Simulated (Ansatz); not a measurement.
```cif
data_structure
_symmetry_space_group_name_H-M 'P 1'
_symmetry_Int_Tables_number 1
_cell_length_a 3.3782
_cell_length_b 4.2726
_cell_length_c 4.7393
_cell_angle_alpha 90.000
_cell_angle_beta 90.000
_cell_angle_gamma 90.000
_cell_volume 68.41
loop_
_atom_site_label
_atom_site_type_symbol
_atom_site_fract_x
_atom_site_fract_y
_atom_site_fract_z
_atom_site_occupancy
Mg1 Mg 0.00000 0.50000 0.50000 1
Mg2 Mg 0.50000 0.00000 0.50000 1
W1 W 0.00000 0.00000 0.00000 1
W2 W 0.50000 0.50000 0.00000 1
```

Space group Cmmm; a generated structure, not necessarily the stable one.

These are results of DFT PBE, scalar-relativistic, plane waves, PAW (Ansatz), not measurements.

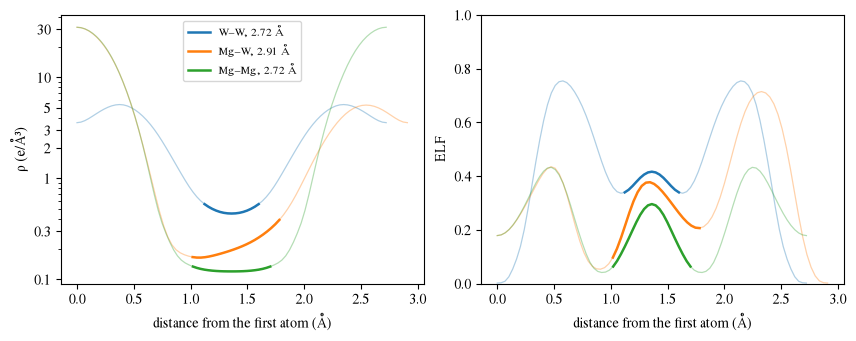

MgW. Valence charge density (pseudo) and ELF along straight lines between neighbouring atoms. Thin, pale parts lie inside the atomic spheres.

In a PAW calculation such maps are meaningful between the atoms, not at the nuclei.

**Compare the contacts.**

W–W (2.72 Å): ρ is about 0.45 e/Å³ halfway; the ELF is about 0.40 at the midpoint.
Mg–W (2.91 Å): the density is about 0.21 e/Å³ at the midpoint, with its minimum of 0.16 e/Å³ about 1.1 Å from Mg; the ELF is about 0.35 at the midpoint.
Mg–Mg (2.72 Å): ρ at the midpoint is about 0.12 e/Å³; the ELF is about 0.30 at the midpoint; no shared electron pair shows on this line.
